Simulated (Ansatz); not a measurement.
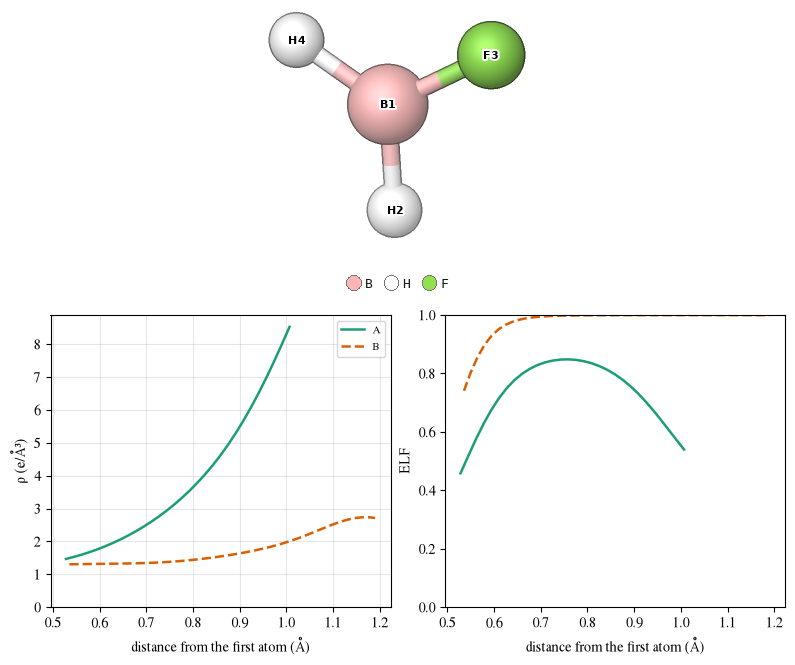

BFH₂. Total electron density and ELF along straight lines between neighbouring atoms. The curves leave out the atomic cores. The structure is drawn too.

The calculation used RKS B3LYP-D4/6-31G* in Ansatz.

Which curve belongs to which contact (B–F and B–H)? The first atom named is at distance zero.

Curve A: B–F (1.32 Å): the density is about 2.2 e/Å³ at the midpoint; the ELF peaks at about 0.85 between the atoms: a polar covalent bond. Curve B: B–H (1.19 Å): the density is about 1.3 e/Å³ at the midpoint; the ELF climbs to about 1 towards the hydrogen, as it does in any bond to H: a covalent bond by its length.
